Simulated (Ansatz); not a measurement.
## Electronic structure of F2Ge···HF in real space

Input

```
crystal:
  periodic: [false, false, false]
  atoms:
    - { symbol: Ge, position_ang: [-0.03536, -1.2e-05, -0.820737] }
    - { symbol: F, position_ang: [1.43051, -1.6e-05, 1.645445] }
    - { symbol: H, position_ang: [2.060609, 2.8e-05, 0.971115] }
    - { symbol: F, position_ang: [-1.131165, 1.313252, -0.475558] }
    - { symbol: F, position_ang: [-1.131194, -1.313253, -0.475566] }
basis:
  gaussian: { orbitals: def2-SVP }
hamiltonian:
  xc: pbe0
  dispersion: d4
relax:
  f_tol: 0.03
  max_steps: 50
output:
  orbitals: {}
```

Run with:

```sh
ansatz run input.yaml --threads 1 --pin off --max-ram 2048MiB --backend cpu --events-out ev --progress --plain --runs-dir out
```

The fields are those of the run's last geometry, not of the input's.

Theory: RKS PBE0-D4/def2-SVP (Ansatz).

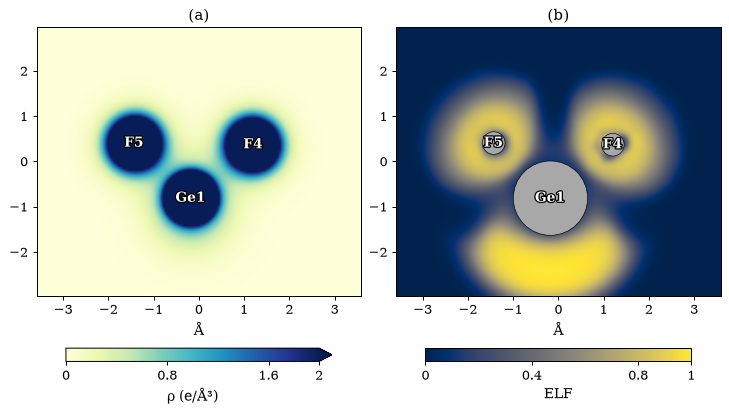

Figure 1. (a) total electron density; (b) electron localisation function on the plane of atoms F4, Ge1 and F5. Grey discs cover the atomic cores in the ELF map.

**Interpret the plot.**

The plane passes through Ge and F nuclei. Ge–F (1.75 Å): the density is about 0.89 e/Å³ at the midpoint; the ELF peaks at about 0.80 in the valence shell of F, 0.5 Å from its nucleus, and is about 0.20 at the midpoint. Ge–F (1.81 Å): the density is about 0.76 e/Å³ at the midpoint; the ELF peaks at about 0.85 in the valence shell of F, 0.6 Å from its nucleus, and is about 0.20 at the midpoint. The ELF also peaks beside F5 and F4, away from the bonds: lone-pair regions.

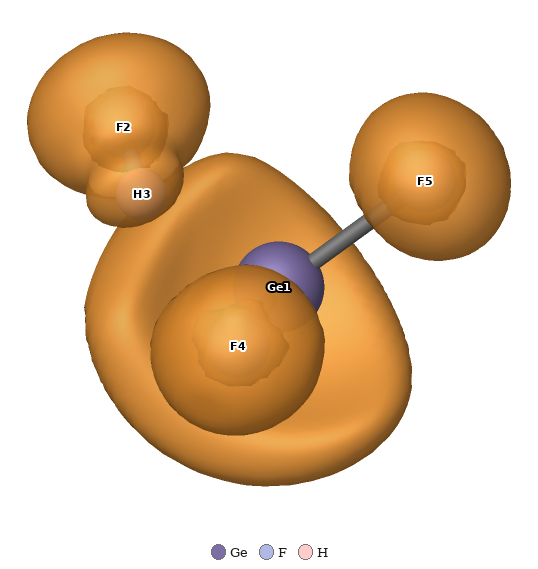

Figure 2. Isosurface of the electron localisation function at 0.75 (orange), seen at a tilt. Only the valence region is drawn (cores and ρ < 0.01 e/Å³ removed).

**Describe the localisation domains.**

The surface consists of one lobe on Ge, pointing away from the bonds (lone pairs), two regions wrapped around F (the valence shell of each) and one joined region spread over several atoms (F, H), in which their bonds and any lone pairs are merged.


Ge1···F2 (2.33 Å): the ELF dips to about 0.10 between them.

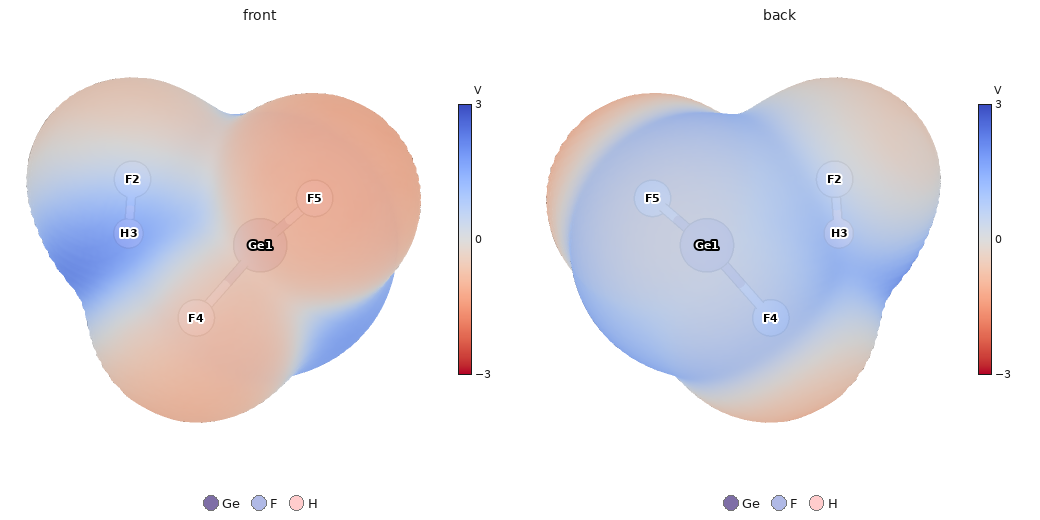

Figure 3. The molecular electrostatic potential painted on the density surface at 0.001 e/bohr³, seen from the front and from behind; the colour scale runs from red (negative) to blue (positive).

**Describe the electrostatic potential map.**

The most negative region (about −1.2 V, or −28 kcal/mol for a unit charge) lies over F5, the most positive (about +2.0 V, or +46 kcal/mol for a unit charge) over H3.

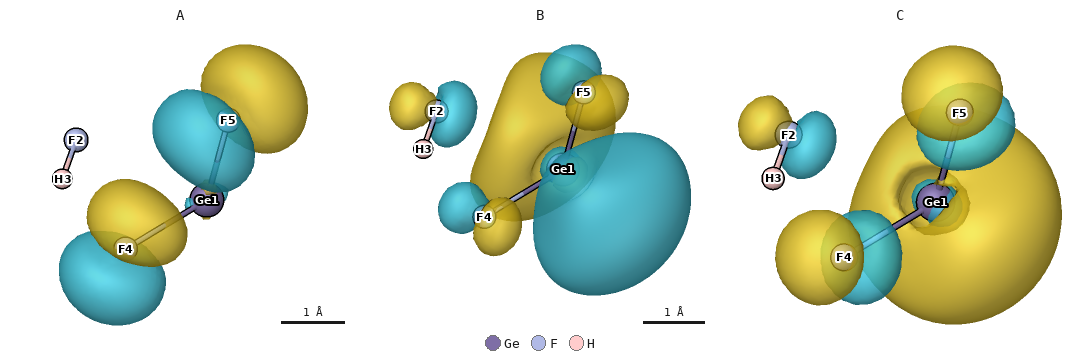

Figure 4. Three frontier orbitals at ±0.1 Å⁻³ᐟ² (yellow and cyan are the two phases), in no order.

**Which picture is the HOMO−1, the HOMO and the LUMO?**

A is the HOMO−1 (−10.92 eV). By Hirshfeld shares it lies mainly on F5 (about 55 %) and F4 (about 40 %). C is the HOMO (−8.68 eV). Its weight (Hirshfeld) is mainly on Ge1 (about 65 %), F5 (about 15 %) and F4 (about 15 %). B is the LUMO (−1.70 eV). By Hirshfeld shares it lies mainly on Ge1 (about 80 %), F5 (about 5 %) and F2 (about 5 %).

**What is the HOMO–LUMO gap?**

6.98 eV between the orbital energies.
